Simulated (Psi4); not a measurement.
# PBE/def2-SV(P) (core potential, sweep point 1) run of SnCl2 (SMILES [Cl][Sn][Cl])

What is the vertical singlet–triplet gap of SnCl2 at PBE/def2-SV(P) (core potential, sweep point 1)? Input form: a Python script.

The results are computed with Psi4 1.11.

### Step 1. Starting point

SnCl2: 3 atoms, total charge 0, spin state singlet. SMILES: `[Cl][Sn][Cl]`. The shape is that of a PBE0-D4/def2-TZVP optimisation.

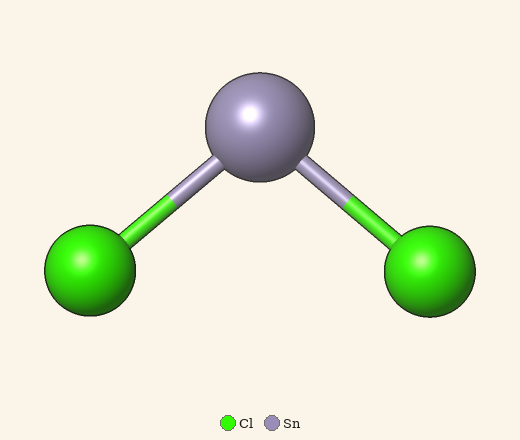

The structure, seen from a chosen angle (chlorine green, tin purple).

### Step 2. The energy at PBE/def2-SV(P) (core potential, sweep point 1)

File cl2sn.py:

```python
import psi4

psi4.set_memory('1600 MB')
psi4.set_num_threads(1)
psi4.set_output_file('cl2sn.out', False)

geom = psi4.geometry("""
0 1
Cl     1.154200     1.220700     0.756000
Sn    -0.796900     0.518900    -0.376600
Cl    -0.368200    -1.804500    -0.392600
units angstrom
symmetry c1
""")

psi4.set_options({
    'basis': 'def2-SV(P)',
    'puream': True,
    'scf_type': 'pk',
    'dft_radial_points': 99,
    'dft_spherical_points': 590,
})

energy_value, wavefunction = psi4.energy("PBE", return_wfn=True)
print(f'PBE energy: {energy_value:.10f} Eh')
```

The run is started by

```sh
$ python cl2sn.py
```

cl2sn.out:

```text
[...]
    !!!  WARNING: ECP capability is in beta. Please check occupations closely.  !!!
[...]
  Running in c1 symmetry.
[...]
  Nuclear repulsion =  210.297974598311555
[...]
  Multiplicity = 1
[...]
  Nalpha       = 28
  Nbeta        = 28
[...]
    Number of basis functions: 62
[...]
   @RKS iter   1: -1134.07126670884054   -1.10655e+00   5.98524e-03 ADIIS/DIIS
[...]
   @RKS iter   9: -1134.14042591574434   -4.77667e-09   1.34716e-07 DIIS
[...]
    Orbital Energies [Eh]
    ---------------------
    Doubly Occupied:
       1A   -100.620846     2A   -100.620803     3A     -9.156208
       4A     -9.156177     5A     -6.983161     6A     -6.983157
       7A     -6.979081     8A     -6.979074     9A     -6.977131
      10A     -6.977122    11A     -4.933344    12A     -3.318066
      13A     -3.312841    14A     -3.310306    15A     -0.980691
      16A     -0.977902    17A     -0.977248    18A     -0.975721
      19A     -0.971553    20A     -0.728200    21A     -0.710625
      22A     -0.442196    23A     -0.325423    24A     -0.293004
      25A     -0.291659    26A     -0.272205    27A     -0.260836
      28A     -0.247150
[...]
  @RKS Final Energy: -1134.14042591574434
   => Energetics <=
    Nuclear Repulsion Energy =            210.2979745983115549
    One-Electron Energy =               -2067.0638593669809779
    Two-Electron Energy =                 796.8393111393968411
    DFT Exchange-Correlation Energy =     -74.2138522864717629
    Empirical Dispersion Energy =           0.0000000000000000
    VV10 Nonlocal Energy =                  0.0000000000000000
    Total Energy =                      -1134.1404259157443448
[...]
 Multipole Moments:
 ------------------------------------------------------------------------------------
     Multipole            Electronic (a.u.)      Nuclear  (a.u.)        Total (a.u.)
 ------------------------------------------------------------------------------------
 L = 1.  Multiply by 2.5417464519 to convert [e a0] to [Debye]
 Dipole X            :        -34.0862243           33.1509764           -0.9352479
 Dipole Y            :         21.1552238          -20.5747249            0.5804990
 Dipole Z            :         -0.0000022           -0.0000000           -0.0000022
 Magnitude           :                                                    1.1007578
[...]
```

The script printed:

```text
PBE energy: -1134.1404259157 Eh
```

Run time: 4.8 s. Hardware: 1 thread of Intel Xeon Platinum 8488C (Sapphire Rapids), shared host; peak memory 0.46 GiB.

### Step 3. The triplet

File cl2sn.py:

```python
import psi4

psi4.set_memory('1600 MB')
psi4.set_num_threads(1)
psi4.set_output_file('output.dat', False)

geom = psi4.geometry("""
0 3
Cl     1.154200     1.220700     0.756000
Sn    -0.796900     0.518900    -0.376600
Cl    -0.368200    -1.804500    -0.392600
symmetry c1
""")

options = {'basis': 'def2-SV(P)', 'reference': 'uks', 'puream': True, 'scf_type': 'pk', 'dft_radial_points': 99, 'dft_spherical_points': 590, 'maxiter': 150}
psi4.set_options(options)

result = psi4.energy('pbe')
print(f'total energy {result:.8f} hartree = {result * 27.211386:.5f} eV')
```

The run is started by

```sh
$ python cl2sn.py
```

output.dat:

```text
[...]
    !!!  WARNING: ECP capability is in beta. Please check occupations closely.  !!!
[...]
  Running in c1 symmetry.
[...]
  Nuclear repulsion =  210.297974598311555
[...]
  Multiplicity = 3
[...]
  Nalpha       = 29
  Nbeta        = 27
[...]
    Number of basis functions: 62
[...]
   @UKS iter   1: -1133.94841456881795   -9.83702e-01   6.01702e-03 ADIIS/DIIS
[...]
   @UKS iter  10: -1134.03364048314461   -2.73417e-09   1.58195e-07 DIIS
[...]
   @S^2 Observed:                2.002113866E+00
[...]
    Orbital Energies [Eh]
    ---------------------
    Alpha Occupied:
       1A   -100.648419     2A   -100.648376     3A     -9.183004
       4A     -9.182973     5A     -7.014383     6A     -7.014381
       7A     -7.003758     8A     -7.003750     9A     -7.002914
      10A     -7.002908    11A     -4.935049    12A     -3.318464
      13A     -3.317456    14A     -3.310632    15A     -0.988102
      16A     -0.982332    17A     -0.976241    18A     -0.975990
      19A     -0.975521    20A     -0.752223    21A     -0.736382
      22A     -0.460063    23A     -0.354139    24A     -0.313782
      25A     -0.305546    26A     -0.287856    27A     -0.281828
      28A     -0.280961    29A     -0.146596
    Alpha Virtual:
[...]
  @UKS Final Energy: -1134.03364048314461
   => Energetics <=
    Nuclear Repulsion Energy =            210.2979745983115549
    One-Electron Energy =               -2066.1863191112697677
    Two-Electron Energy =                 796.0358564445823504
    DFT Exchange-Correlation Energy =     -74.1811524147688743
    Empirical Dispersion Energy =           0.0000000000000000
    VV10 Nonlocal Energy =                  0.0000000000000000
    Total Energy =                      -1134.0336404831446089
[...]
 Multipole Moments:
 ------------------------------------------------------------------------------------
     Multipole            Electronic (a.u.)      Nuclear  (a.u.)        Total (a.u.)
 ------------------------------------------------------------------------------------
 L = 1.  Multiply by 2.5417464519 to convert [e a0] to [Debye]
 Dipole X            :        -33.8282812           33.1509764           -0.6773048
 Dipole Y            :         20.9951097          -20.5747249            0.4203848
 Dipole Z            :         -0.0000003           -0.0000000           -0.0000003
 Magnitude           :                                                    0.7971607
[...]
```

On the terminal:

```text
total energy -1134.03364048 hartree = -30858.62713 eV
```

Run time: 6.3 s. Hardware: 1 thread of Intel Xeon Platinum 8488C (Sapphire Rapids), shared host; peak memory 0.46 GiB.

### Step 4. Outcome

Level: PBE/def2-SV(P) (core potential, sweep point 1).

| quantity | value |
| --- | --- |
| singlet: total energy | -1134.14043 Eh |
| singlet: dipole moment | 2.80 D |
| singlet: HOMO energy | -6.73 eV |
| singlet: LUMO energy | -3.59 eV |
| singlet: HOMO–LUMO gap | 3.13 eV |
| triplet: total energy | -1134.03364 Eh |
| triplet: dipole moment | 2.03 D |
| triplet: HOMO energy (highest over α and β) | -3.99 eV |
| triplet: ⟨S²⟩ | 2.002 |
| vertical energy of the triplet above the singlet | 2.906 eV |

What this shows: At this shape the triplet lies 2.91 eV (67 kcal/mol) above the singlet.
